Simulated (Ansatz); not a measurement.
| atom | x (Å) | y (Å) | z (Å) |
| --- | --- | --- | --- |
| H | 0.1152 | -1.0230 | -0.0541 |
| S | 0.6552 | -2.2637 | 0.0869 |
| C | -0.6148 | 1.2286 | -0.1886 |
| H | 1.7379 | -1.7735 | 0.7320 |
| H | -1.5790 | 0.9424 | -0.6116 |
| H | -0.5210 | 1.3846 | 0.8871 |
| H | 0.2065 | 1.5048 | -0.8516 |

All numbers below come from Ansatz, UKS B3LYP/def2-SVP.

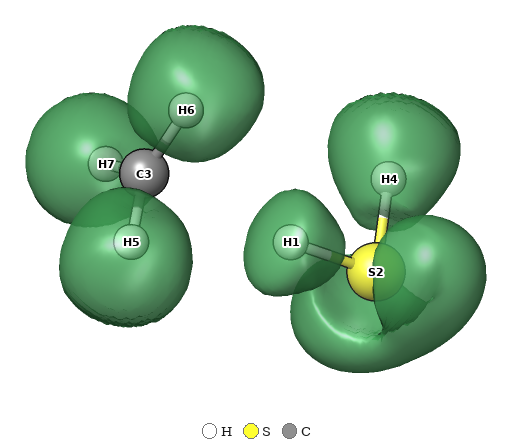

H2S···CH3 (doublet). Isosurface of the electron localisation function at 0.85 (green), seen at a tilt. Core shells and regions of very low density are left out.

### Describe the localisation domains.

The ELF exceeds this value in five regions around hydrogen nuclei and one region wrapped around S (its lone pairs, merged into a ring or cap). Profiles from the grid: C3···H1 (2.37 Å): the ELF dips to about 0.10 between them. C–H (1.09 Å): the ELF climbs to about 1 towards the hydrogen, as it does in any bond to H (a covalent bond by its length).
